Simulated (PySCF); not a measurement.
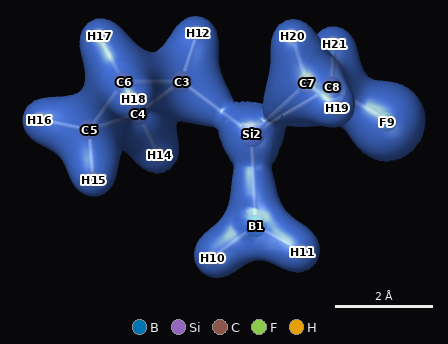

Figure. C$_{6}$H$_{12}$BFSi. Isosurface of the total electron density at 0.6 e/Å³ (blue), seen at a tilt.

Geometry: GFN2-xTB.

The calculation used PySCF, PBE0/pcSseg-1, SCF density, gas phase, non-relativistic.

```xyz
21

B    -1.3350   -1.7688   -1.2381
Si   -0.9477   -0.1409   -0.3219
C     0.7024    0.4106    0.4641
C     1.5642   -0.7624    0.9754
C     2.4257   -0.6544   -0.2874
C     1.8067    0.7183   -0.5713
C    -2.0075    1.4292   -0.6838
C    -2.4038    0.7635    0.5933
F    -3.6398    0.1726    0.6027
H    -0.5246   -2.6026   -1.3736
H    -2.3992   -1.9724   -1.6770
H     0.5567    1.2048    1.1995
H     2.1184   -0.5142    1.8793
H     1.0575   -1.7138    1.1295
H     2.1545   -1.3941   -1.0385
H     3.5040   -0.6778   -0.1414
H     2.4534    1.5376   -0.2607
H     1.4839    0.8988   -1.5954
H    -2.7430    1.3766   -1.4716
H    -1.5701    2.4114   -0.5873
H    -2.2655    1.2951    1.5280
```

**Which contacts does the surface bridge?**

At this value the surface is in one piece. It bridges the sampled C–F (1.37 Å), C–C (1.49 Å), Si–B (1.91 Å) and C–Si (1.91 Å) contacts, where the density stays above the isovalue. On the grid the lowest density along these lines, outside the cores, is 1.7 e/Å³ (C–F, 1.37 Å), 1.7 e/Å³ (C–C, 1.49 Å), 0.81 e/Å³ (Si–B, 1.91 Å) and 0.77 e/Å³ (C–Si, 1.91 Å).
